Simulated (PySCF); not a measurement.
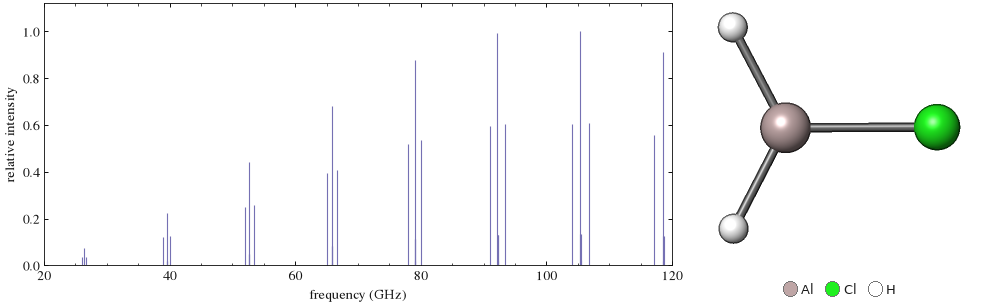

AlH₂Cl, SMILES [AlH2][Cl], singlet. Simulated rotational absorption lines between 20 and 120 GHz at 12 K: rigid rotor with the equilibrium constants and dipole of one optimised conformer (PBE0-D3(BJ)/def2-SVP, PySCF 2.14.0), commonest isotopes; no centrifugal distortion, hyperfine structure, internal rotation or nuclear-spin weights; lines within 1 MHz of each other are summed.

What are the rotational constants, and what kind of rotor is it?

Answer. Rotational constants A, B, C = 127.8, 6.758, 6.419 GHz; Ray's κ = −0.99, a near-prolate asymmetric top.

Assign the strongest lines, as J(Ka,Kc).

Answer.
```csv
GHz,upper,lower,type,relative intensity
105.36,"8(0,8)","7(0,7)",a,1.00
92.20,"7(0,7)","6(0,6)",a,0.99
118.51,"9(0,9)","8(0,8)",a,0.91
79.04,"6(0,6)","5(0,5)",a,0.88
65.87,"5(0,5)","4(0,4)",a,0.68
106.76,"8(1,7)","7(1,6)",a,0.61
```

Known limits of this run: coarse grid, loose stop and no frequency check, small forces are noise and the end may be a saddle.
